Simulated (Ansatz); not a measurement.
Cl4FHOW

Input file:

```
crystal:
  periodic: [false, false, false]
  atoms:
    - { symbol: W, position_ang: [0.0, 0.0, 0.0] }
    - { symbol: F, position_ang: [0.0, 0.0, 1.85] }
    - { symbol: Cl, position_ang: [2.39, 0.0, 0.0] }
    - { symbol: O, position_ang: [0.0, 1.94, 0.0] }
    - { symbol: H, position_ang: [-0.6343, 2.2771, -0.71] }
    - { symbol: Cl, position_ang: [-2.39, 0.0, 0.0] }
    - { symbol: Cl, position_ang: [0.0, -2.39, 0.0] }
    - { symbol: Cl, position_ang: [0.0, 0.0, -2.39] }
basis:
  gaussian: { orbitals: def2-SVP }
hamiltonian:
  xc: hf
relax:
  f_tol: 0.02
  max_steps: 40
output:
  orbitals: {}
```

Launched as:

```sh
ansatz run input.yaml --threads 2 --pin off --max-ram 3072MiB --backend cpu --events-out ev --progress --plain --runs-dir out
```

The fields are those of the run's last geometry, not of the input's.

Core potentials replace the inner electrons of W.

These are results of RHF/def2-SVP in Ansatz, not measurements.

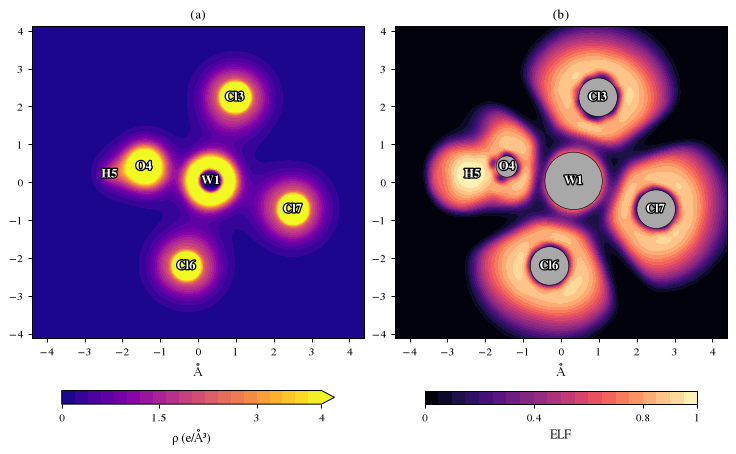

Figure 1. (a) electron density; (b) ELF on the plane of atoms Cl3, W1 and O4. Grey discs cover the atomic cores in the ELF map.

What do the fields say about this system?

Answer. The section cuts through W, Cl, O and H sites. W–O (1.81 Å): ρ is about 1.3 e/Å³ halfway; the ELF peaks at about 0.85 in the valence shell of O, 0.5 Å from its nucleus, and drops to about 0.25 between the two atoms. W–Cl (2.30 Å): ρ at the midpoint is about 0.71 e/Å³; the ELF peaks at about 0.85 in the valence shell of Cl, 0.9 Å from its nucleus, and is about 0.45 at the midpoint. O–H (0.95 Å): ρ at the midpoint is about 3.9 e/Å³; the ELF climbs to about 1 towards the hydrogen, as it does in any bond to H; an ordinary covalent bond to hydrogen.

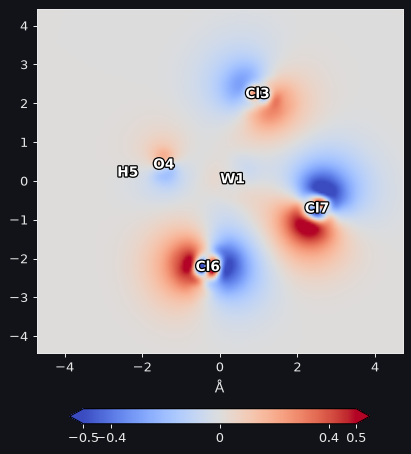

Figure 2. The HOMO on the plane of atoms Cl6, W1 and Cl7 (values in Å⁻³ᐟ²; the overall sign is arbitrary).

What is the character of this orbital?

Answer. It lies mainly on Cl7 (about 45 %), Cl6 (about 35 %) and Cl3 (about 15 %); largely a combination of lone pairs on Cl7, Cl6 and Cl3. Its energy is −12.23 eV.

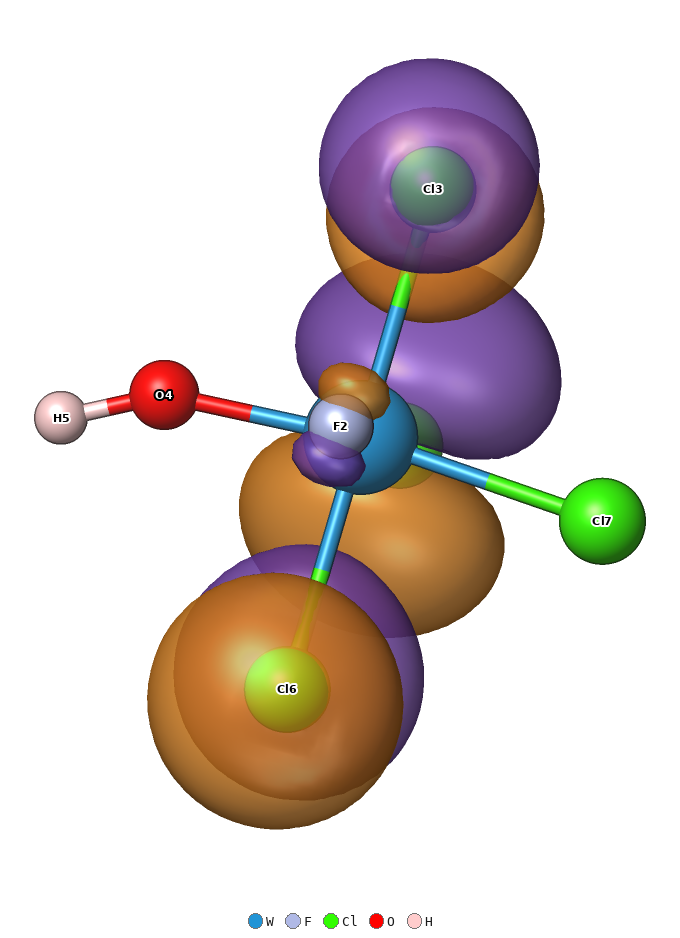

Figure 3. The HOMO−1 at ±0.08 Å⁻³ᐟ² (orange and purple are the two phases), seen across its widest extent.

Where does this orbital lie, and at what energy?

Answer. It lies mainly on Cl8 (about 45 %), Cl6 (about 35 %) and Cl3 (about 15 %); largely a combination of lone pairs on Cl8, Cl6 and Cl3. Its energy is −12.46 eV.
